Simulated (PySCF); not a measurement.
System: CH4BeO.

Input

```
{"job": {"kind": "inter", "xc": "wB97M-D3(BJ)", "basis": "def2-TZVPD", "pairs": false}, "charge": 0, "multiplicity": 1, "parts": [{"atoms": "0-2", "charge": 0, "multiplicity": 1}, {"atoms": "3-6", "charge": 0, "multiplicity": 1}]}
Be     0.217357    -0.174112     0.223353
H     -0.844539    -0.580087     0.980134
H      0.789985     0.968345    -0.257665
C      2.020668    -2.165217     0.106853
O      1.093939    -1.467007    -0.238379
H      2.338404    -2.997923    -0.531007
H      2.555463    -1.984980     1.047743
```

Command:

```sh
OMP_NUM_THREADS=1 python cluster_run.py task.json out
```

Geometry: PBE0-D3(BJ)/def2-TZVPD.

Theory: PySCF 2.14.0, wB97M-D3(BJ)/def2-TZVPD, SCF density, gas phase.

> What will maps of the electron density and electron localisation function show?

C–O (1.21 Å): the density is about 3.3 e/Å³ at the midpoint; the ELF peaks at about 0.85 between the atoms: a multiple bond.
Be–O (1.63 Å): ρ is about 0.86 e/Å³ halfway; the ELF peaks at about 0.90 between the atoms (a shared but strongly polarised pair).
C–H (1.10 Å): ρ is about 2.1 e/Å³ halfway; the ELF climbs to about 1 towards the hydrogen, as it does in any bond to H; an ordinary covalent bond to hydrogen.

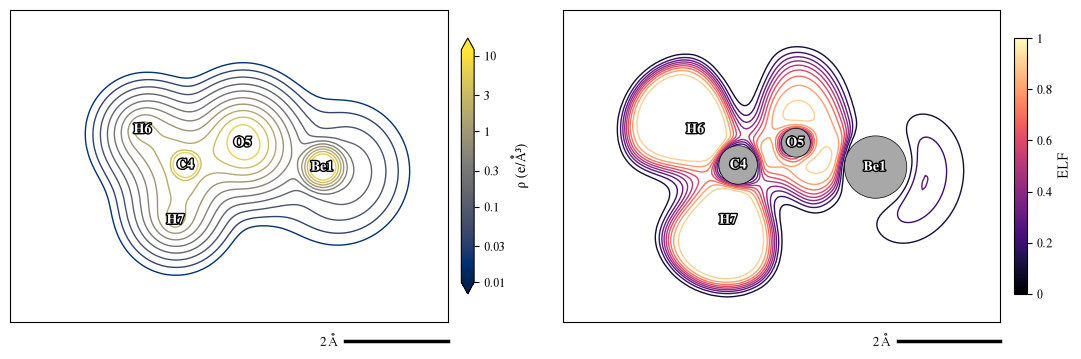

Computed electron density and electron localisation function on the plane of atoms H6, C4 and H7, in this order. Grey discs cover the atomic cores in the ELF map. 
